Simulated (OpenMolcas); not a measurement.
# How methods differ on PH2 (SMILES [PH2])

The species is PH2 (3 atoms), meant as a doublet with charge 0. SMILES: `[PH2]`. Geometry: relaxed at GFN2-xTB.

```xyz
3

P     0.5145   -0.3028    0.2527
H     0.1115    1.0274    0.1724
H    -0.6260   -0.7246   -0.4251
```

Each level gives the energy change with the P1–H2 bond stretched from 1.392 to 2.088 Å (eV). The values are calculated.

```tsv
level	kind	program	value (eV)	less FCI/pcseg-0	CPU time (all runs)
UHF/pcseg-0	Hartree–Fock	OpenMolcas	1.32	+0.19	3.5 s
USVWN5/pcseg-0	LDA	OpenMolcas	1.27	+0.14	6.7 s
UPBE/pcseg-0	GGA	OpenMolcas	1.27	+0.14	7.8 s
U-r2SCAN/pcseg-0	meta-GGA	OpenMolcas	1.39	+0.26	11 s
UM06-2X/pcseg-0	hybrid meta-GGA	OpenMolcas	1.50	+0.37	10 s
CASSCF(3,3)/pcseg-0	multireference	OpenMolcas	1.06	-0.07	4.1 s
CASSCF(7,6)/pcseg-0	multireference	OpenMolcas	1.05	-0.08	3.8 s
ROCCSD(T)/pcseg-0	coupled cluster or CI	OpenMolcas	1.13	0.00	5.1 s
FCI/pcseg-0	exact in the basis	OpenMolcas	1.13	0.00	8.2 s
```

FCI/pcseg-0 is exact within its basis and frozen core, so for wave-function methods in that basis the difference is their error; functionals converge differently with the basis, so for them it is only a difference. The first shape isn't each level's own minimum. The values span 1.05 to 1.50 eV. Spin contamination of the reference (⟨S²⟩ at least 0.1 too high) touches UHF/pcseg-0. All rows use very small basis sets, so even the best lies far from the true value. Times are those of the runs behind each value, whatever else they computed, on shared processors of several kinds: orders of magnitude only.

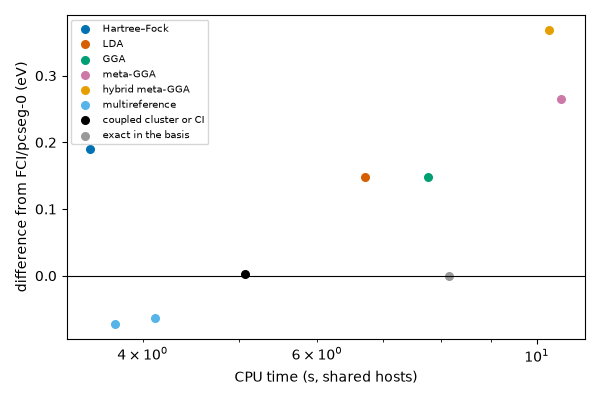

Difference from FCI/pcseg-0 against processor time, one point a level.
